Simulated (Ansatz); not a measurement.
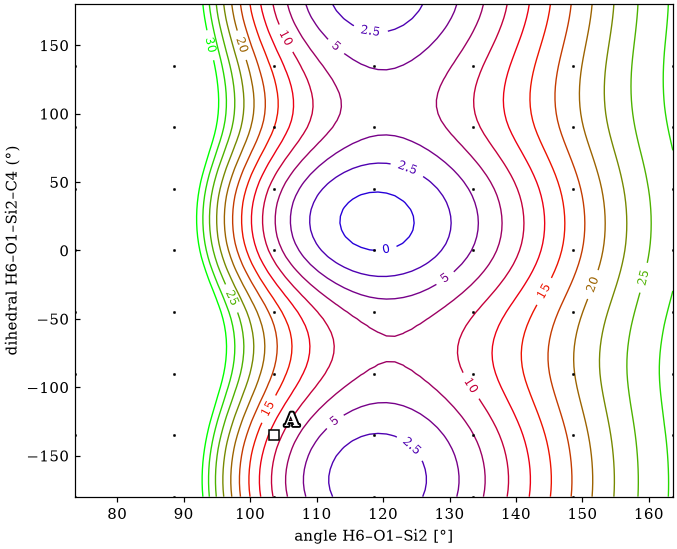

CH2ClNOSi, SMILES O[Si]1(Cl)C=N1. Coordinates scanned: (1) angle H6–O1–Si2; (2) dihedral H6–O1–Si2–C4. Nothing is relaxed (all other coordinates rigid). The grid has 7 × 8 points. Points are written as (first, second). Energies: kJ/mol, counted from the lowest grid point. The calculation used RKS BHLYP-D4/def2-SVP (Ansatz 0.2.0).

The picture shows contour lines labelled in kJ/mol (none above 30), dots at the grid points, the point A. Between grid points the surface is interpolated.

**Which way does the force act at A, and how strong is it?**

A, at (103.6°, −135°), is not a stationary point. The computed force is 1.3 kJ/mol for each degree towards larger values of angle H6–O1–Si2 and 0.11 kJ/mol for each degree towards smaller values of dihedral H6–O1–Si2–C4.
